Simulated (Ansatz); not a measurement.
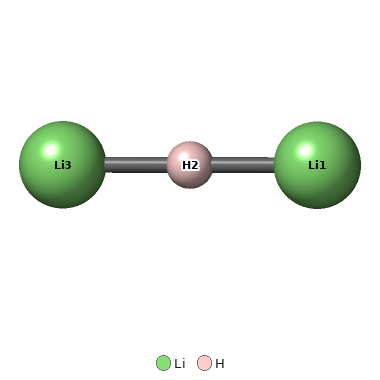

The system is Li⁺ + HLi; the picture shows the reference structure. 
- First axis: distance Li1–H2. Second axis: distance H2–Li3.
- Nothing is relaxed (the angle Li1–H2–Li3 is fixed at 180 degrees).
- Grid: 17 × 17 points; 153 points were computed and 136 follow by symmetry.
- Points are written as (first, second).
- Energies are in kJ/mol, from the lowest grid point.
- The reference is spin-restricted, so regions where a bond is pulled apart into radicals lie too high. The D4 coefficients can switch as the alkali atoms part, which puts small steps into the map.
- Computed with RKS PBE0-D4/aug-cc-pVTZ (Ansatz).

Its coordinates:

```yaml
atoms:
  - { symbol: Li, position_ang: [-1.6250, 0.0000, 0.0000] }
  - { symbol: H, position_ang: [0.0000, 0.0000, 0.0000] }
  - { symbol: Li, position_ang: [1.6250, 0.0000, 0.0000] }
```

Range: distance Li1–H2 from 1.272 to 2.872 Å; distance H2–Li3 from 1.272 to 2.872 Å.

**Predict the map.**

The lowest grid point is at (1.625 Å, 1.625 Å). The highest grid point, (2.872 Å, 2.872 Å), lies 208 kJ/mol above the lowest.

```
distance H2–Li3 ↓, distance Li1–H2 →  1.316  1.454  1.625  1.818  2.029  2.255  2.493  2.743
                               2.743    127     99     88     95    107    128    155    182
                               2.493    104     75     65     71     83    102    128    155
                               2.255     80     52     41     47     58     77    102    128
                               2.029     62     33     21     26     39     58     83    107
                               1.818     45     17      6     12     26     47     71     95
                               1.625     39     11      0      6     21     41     65     88
                               1.454     50     21     11     17     33     52     75     99
                               1.316     79     50     39     45     62     80    104    127
```

The table holds every second grid line.

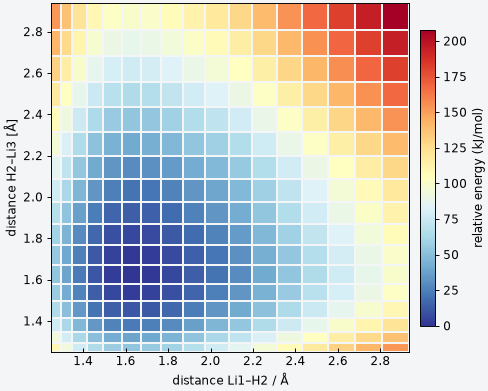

Drawn: one coloured cell a grid point.

Each point was launched as `ansatz run input.yaml --threads 1 --pin off --max-ram 2560MiB --backend cpu --events-out ev --progress --plain --runs-dir out`. The whole map (153 points run) took 5.8 min on 1 thread of Arm Neoverse N1, with other jobs on the host.
